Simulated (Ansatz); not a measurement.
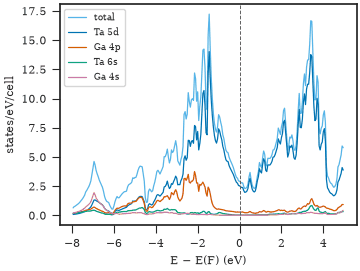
Figure. Total and projected density of states of Ta₃Ga₂ in space group P4/mbm (No. 127; Ta on 4h, Ta on 2a, Ga on 4g), plane-wave PAW r²SCAN (Ansatz code)

**Question.** Which orbitals carry the states next to the Fermi level?

**Answer.** Within 0.5 eV of the Fermi level: Ta 5d 86 %, Ga 4p 9 %. Projections are on Löwdin-orthogonalised atomic valence shells; empty p or d shells of many metals are not among them.

**Question.** Where is the tallest occupied peak in this window, and what makes it?

**Answer.** Near -1.4 eV, about 17 states/eV per cell; the largest projected share is Ta 5d.

The workflow started from a Materials Project entry (that database holds measured and hypothetical structures alike); the Crystallography Open Database copy checked does not list it. Whether it is the stable phase at ambient conditions was not checked. Symmetry was held in the r²SCAN relaxation; whether a distortion lowers the energy is not shown. The run is not spin-polarised. Spin–orbit coupling is left out wherever it is not named.

Potentials: the later of the program's two PAW sets.
